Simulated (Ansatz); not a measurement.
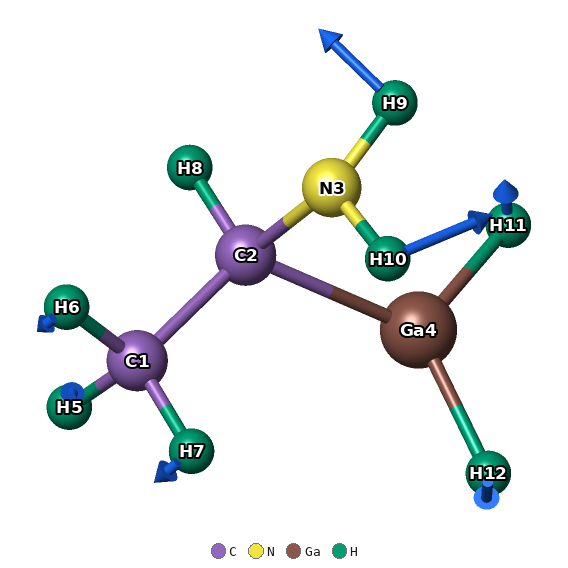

The arrows show one normal mode. Harmonic vibrations computed with RKS PBE0-D4/def2-TZVP (Ansatz 0.2.0) at a stationary point of the same level.

At what wavenumber does it lie?

Answer. 332 cm⁻¹; it is mode 5 of 30 counted from the lowest.
